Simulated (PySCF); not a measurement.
Input

```
{"job": {"kind": "nmr", "xc": "PBE0", "basis": "pcSseg-1"}, "charge": 0, "multiplicity": 1}
C      2.880915     0.818342    -0.301162
C      2.309790    -0.166869     0.377135
Si     1.084541    -1.390030    -0.370508
C     -0.632674    -0.518838    -0.582346
C     -0.399303     0.595980    -1.520154
O     -0.388593     0.516841    -2.722659
C     -1.211049    -0.064921     0.753881
C     -2.633846     0.463622     0.599999
H      2.671007     0.982533    -1.346243
H      3.580788     1.505984     0.149754
H      2.565372    -0.282204     1.424187
H      1.525205    -1.867091    -1.679855
H      0.864398    -2.496424     0.568906
H     -1.293232    -1.249115    -1.056255
H     -0.168340     1.559895    -1.018293
H     -1.213817    -0.901841     1.456029
H     -0.575435     0.718715     1.174520
H     -2.655656     1.305022    -0.089830
H     -3.025595     0.793697     1.559821
H     -3.289623    -0.312620     0.210339
```

Launched as:

```sh
OMP_NUM_THREADS=1 python probes_run.py task.json out
```

Geometry: GFN2-xTB.

These are results of PBE0/pcSseg-1, SCF density, gas phase, non-relativistic (PySCF 2.14.0), not measurements.

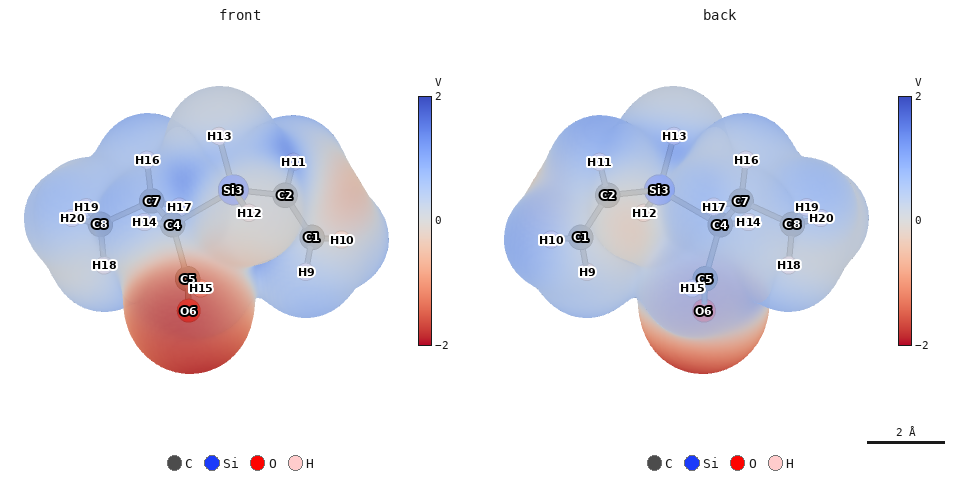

C6H12OSi (SMILES C=C[SiH2][C@H](C=O)CC). The electrostatic potential painted on the density surface at 0.002 e/bohr³, seen from the front and from behind; red is negative and blue positive.

**Where is the surface potential most negative and most positive?**

The most negative region (about −1.8 V, or −42 kcal/mol for a unit charge) lies over O6, the most positive (about +1.1 V, or +25 kcal/mol for a unit charge) over Si3. O6 is the likeliest acceptor of a hydrogen bond.

**What dipole moment does the calculation give?**

Its dipole moment is 3.06 D.
